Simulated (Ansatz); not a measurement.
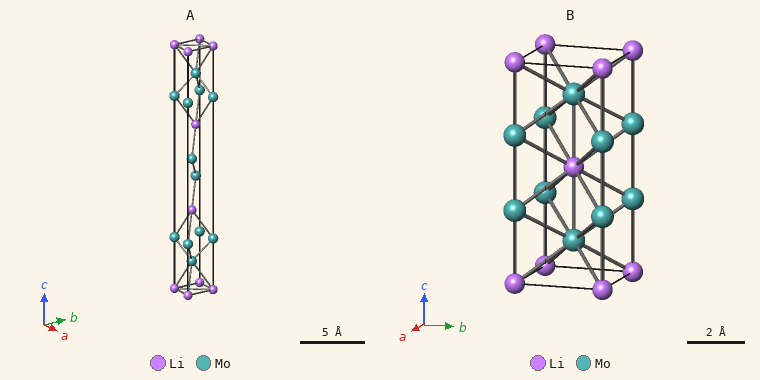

Two structures of LiMo2, each relaxed to rest (conventional cells in solid outline, small ones repeated, not to one scale). Method: DFT PBE, scalar-relativistic, plane waves, PAW (Ansatz), without spin polarisation.

**Give the type and space group of each.**

A: 9 atoms a cell on a rhombohedral (trigonal R) lattice, R-3m. B: 6 atoms a cell on a body-centred tetragonal lattice, I4/mmm.

**Which structure is more stable?**

B is lower, by 91 meV/atom at this level of theory (energies at zero smearing). Volumes: A 17.8, B 14.6 Å³/atom.

One or both may be structure types tried for this composition rather than known phases.
